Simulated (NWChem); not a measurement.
**BH3O2 (SMILES OBO), run twice**

Wanted: energy and forces of BH3O2, OPBE/STO-3G.

The results are computed with NWChem 7.3.0.

1 further run of the same task is left out (set aside as unsound or not needed).

## Step 1: Starting point

BH3O2 has 6 atoms, charge 0, and is taken as a singlet. SMILES: `OBO`. Geometry: relaxed at PBE0-D4/def2-TZVP. This is one conformer, not always the lowest.

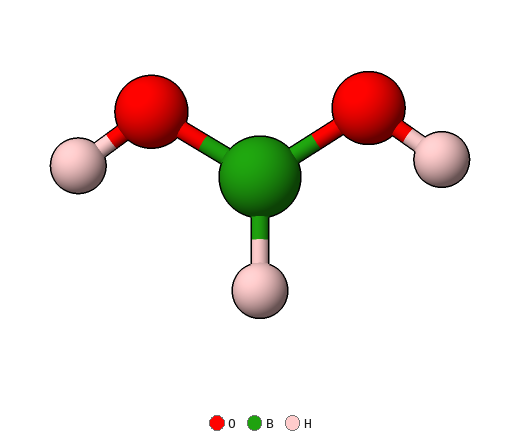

The structure, seen from a chosen angle (oxygen red, boron green, hydrogen pink).

## Step 2: First attempt

Contents of bh3o2.nw:

```
echo
start bh3o2
title "BH3O2 gradient"
memory total 2200 mb

geometry units angstroms noautosym nocenter noautoz
 O     -1.176200    -0.524500    -0.251800
 B      0.049500     0.028100    -0.072900
 O      0.580600    -0.053800     1.172500
 H     -1.494700    -0.433500    -1.150600
 H      0.637800     0.565600    -0.976100
 H      1.445200     0.354100     1.232800
end

basis spherical bse
 * library STO-3G
end

dft
 xc optx cpbe96
 mult 5
 grid fine
 iterations 60
 print low
end

task dft gradient
```

Command:

```
$ nwchem bh3o2.nw > bh3o2.out
```

Output:

```text
[...]
 d= 0,ls=0.0,diis     1   -174.0473027127 -2.41D+02  3.97D-02  2.53D-02     0.3
[...]
 d= 0,ls=0.0,diis    11   -174.0726082234 -4.46D-09  3.23D-06  8.09D-11     2.3
[...]
         Total DFT energy =     -174.072608223430
      One electron energy =     -371.282967364986
           Coulomb energy =      153.015340328907
    Exchange-Corr. energy =      -22.510230550386
 Nuclear repulsion energy =       66.705249363035
[...]
      <S2> =      6.0012 (Exact =     6.0000)
                         DFT ENERGY GRADIENTS
    atom               coordinates                        gradient
                 x          y          z           x          y          z
   1 O      -2.222696  -0.991161  -0.475833   -0.011071   0.045429  -0.184824
   2 B       0.093541   0.053101  -0.137761   -0.014010  -0.012766   0.021467
   3 O       1.097175  -0.101667   2.215704    0.160998   0.091511  -0.045333
   4 H      -2.824573  -0.819196  -2.174319    0.134112  -0.007922   0.268044
   5 H       1.205267   1.068829  -1.844562   -0.000095  -0.000096   0.000151
   6 H       2.731032   0.669152   2.329654   -0.269934  -0.116156  -0.059504
 Task  times  cpu:        2.6s     wall:        2.6s
 Total times  cpu:        2.7s     wall:        2.7s
```

Run time: 3.3 s. Hardware: 1 thread of Intel Xeon 6975P-C (Granite Rapids), shared host; peak memory 0.11 GiB.

## Step 3: Diagnosis

The run finished; that doesn't make the result usable.

The fault: the spin state typed doesn't suit the molecule. To mend it: multiplicity 1 in place of 5.

## Step 4: Try two

Contents of bh3o2.nw:

```
echo
START bh3o2
memory total 2200 mb

GEOMETRY units angstrom noautosym nocenter noautoz
 O     -1.176200    -0.524500    -0.251800
 B      0.049500     0.028100    -0.072900
 O      0.580600    -0.053800     1.172500
 H     -1.494700    -0.433500    -1.150600
 H      0.637800     0.565600    -0.976100
 H      1.445200     0.354100     1.232800
END

BASIS spherical bse
 * library STO-3G
END

DFT
 xc optx cpbe96
 grid fine
END

TASK dft gradient
```

Command:

```
$ nwchem bh3o2.nw > bh3o2.out
```

Output:

```text
[...]
          Wavefunction type:  closed shell.
          No. of atoms     :     6
          No. of electrons :    24
[...]
          Charge           :     0
          Spin multiplicity:     1
[...]
          AO basis - number of functions:    18
[...]
              XC Information
              --------------
                        Slater Exchange Functional  1.052 local
                      OPTX     Exchange Functional  1.432 non-local
            Perdew 1991 LDA Correlation Functional  1.000 local
           PerdewBurkeErnz. Correlation Functional  1.000 non-local
[...]
 d= 0,ls=0.0,diis     1   -174.6328500644 -2.41D+02  1.02D-01  6.45D-01     0.3
[...]
 d= 0,ls=0.0,diis     8   -174.7501453196 -6.21D-09  1.12D-06  4.19D-10     1.2
         Total DFT energy =     -174.750145319626
      One electron energy =     -372.856844874725
           Coulomb energy =      153.951754591742
    Exchange-Corr. energy =      -22.550304399679
 Nuclear repulsion energy =       66.705249363035
[...]
  wavefunction    = closed shell
                         DFT ENERGY GRADIENTS
    atom               coordinates                        gradient
                 x          y          z           x          y          z
   1 O      -2.222696  -0.991161  -0.475833    0.000108   0.019677  -0.071292
   2 B       0.093541   0.053101  -0.137761   -0.021002  -0.019184   0.032198
   3 O       1.097175  -0.101667   2.215704    0.060764   0.035925  -0.022117
   4 H      -2.824573  -0.819196  -2.174319    0.013829  -0.010304   0.062110
   5 H       1.205267   1.068829  -1.844562    0.003529   0.003228  -0.005413
   6 H       2.731032   0.669152   2.329654   -0.057230  -0.029341   0.004513
[...]
```

Run time: 2.3 s. Hardware: 1 thread of Intel Xeon 6975P-C (Granite Rapids), shared host; peak memory 0.11 GiB.

## Step 5: What came out

Level: OPBE/STO-3G.

```
                quantity          value
            total energy  -174.75015 Eh
           dipole moment         1.43 D
             HOMO energy       -3.68 eV
             LUMO energy        4.01 eV
           HOMO–LUMO gap        7.69 eV
largest force on an atom     3.804 eV/Å
```

The largest force is 3.80 eV/Å: the shape isn't a stationary point for this species at this level.
